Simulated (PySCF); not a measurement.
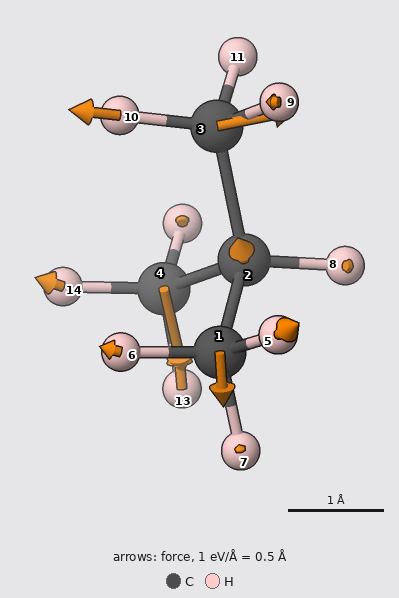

Starting geometry of C4H10 with the computed forces as orange arrows. A ball-and-stick model, seen from a free direction.

The start comes from GFN2-xTB. Its atoms were then displaced at random by about 0.01 Å.

All numbers below come from PBE0-D3(BJ)/def2-SVP geometry optimisation, gas phase in PySCF. 

Question: What follows when this structure is relaxed?

Answer: It isn't relaxed: the largest force vector, on a C atom, is 2.29 eV/Å. The final displacements follow the starting forces only in part (cosine between the two patterns 0.57). After 7 geometry steps the energy has fallen by 2.67 kcal/mol. A C atom moves most after the best rigid fit: 0.041 Å. Largest moves by element: C 0.041 Å, H 0.037 Å. Among the contacts that change: C–H 1.141 → 1.101 Å, C–C 1.491 → 1.525 Å, C–H 1.070 → 1.103 Å, C–C 1.515 → 1.525 Å. Among the angles between lasting bonds that change: H–C–H 104.6° → 107.5°, C–C–H 110.0° → 107.7°. The run took 25 s on 1 thread of Arm Neoverse V2 (shared host).
